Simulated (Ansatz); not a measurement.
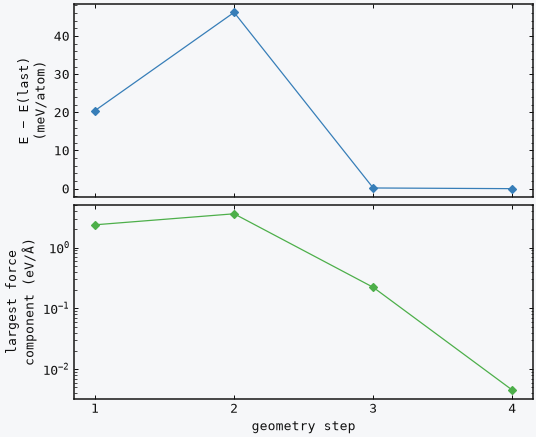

History of a geometry optimisation. Only the atoms move.

```
crystal:
  lattice:
    - [-4.8541, 4.8541, 4.8541]
    - [4.8541, -4.8541, 4.8541]
    - [4.8541, 4.8541, -4.8541]
  atoms:
    - { symbol: Ca, position: [0.5, 0.25, 0.25] }
    - { symbol: Ca, position: [0.0, 0.75, 0.25] }
    - { symbol: Ca, position: [0.0, 0.25, 0.75] }
    - { symbol: Ca, position: [0.5, 0.75, 0.75] }
    - { symbol: Ca, position: [0.25, 0.5, 0.25] }
    - { symbol: Ca, position: [0.75, 0.0, 0.25] }
    - { symbol: Ca, position: [0.75, 0.5, 0.75] }
    - { symbol: Ca, position: [0.25, 0.0, 0.75] }
    - { symbol: Ca, position: [0.25, 0.25, 0.5] }
    - { symbol: Ca, position: [0.75, 0.75, 0.5] }
    - { symbol: Ca, position: [0.75, 0.25, 0.0] }
    - { symbol: Ca, position: [0.25, 0.75, 0.0] }
    - { symbol: As, position: [0.5, 0.5, 0.5] }
    - { symbol: Sb, position: [0.0, 0.0, 0.5] }
    - { symbol: Sb, position: [0.0, 0.5, 0.0] }
    - { symbol: Sb, position: [0.5, 0.0, 0.0] }
    - { symbol: "N", position: [0.0, 0.0, 0.0] }
    - { symbol: "N", position: [0.5, 0.5, 0.0] }
    - { symbol: "N", position: [0.5, 0.0, 0.5] }
    - { symbol: "N", position: [0.0, 0.5, 0.5] }
kpoints:
  mp_grid: { grid: [3, 3, 3] }
scf:
  occupations: { method: fermi_dirac, width: 0.01 }
hamiltonian:
  xc: pbe
  pseudopotentials: { kind: paw }
output:
  forces: true
  stress: true
  populations: true
  efg:
    quadrupole_moments_barn: { Ca: -0.0408, As: 0.311, Sb: -0.543, "N": 0.02044 }
    contact_densities: true
relax:
  f_tol: 0.03
  max_steps: 40
```

Run as:
```bash
ansatz run input.yaml --threads 1 --pin off --max-ram 2560MiB --backend cpu --events-out ev --progress --plain --runs-dir out
```

**How did the optimisation end?**

The optimisation met its thresholds at geometry 4, counting the start as the first. The energy fell by about 20 meV/atom from the first step to the last. Step 2 went uphill and was rejected by the line search. The largest force component goes from about 2.4 eV/Å at the start to 5 × 10⁻³ eV/Å at the end, with a peak of 3.6 eV/Å at step 2.
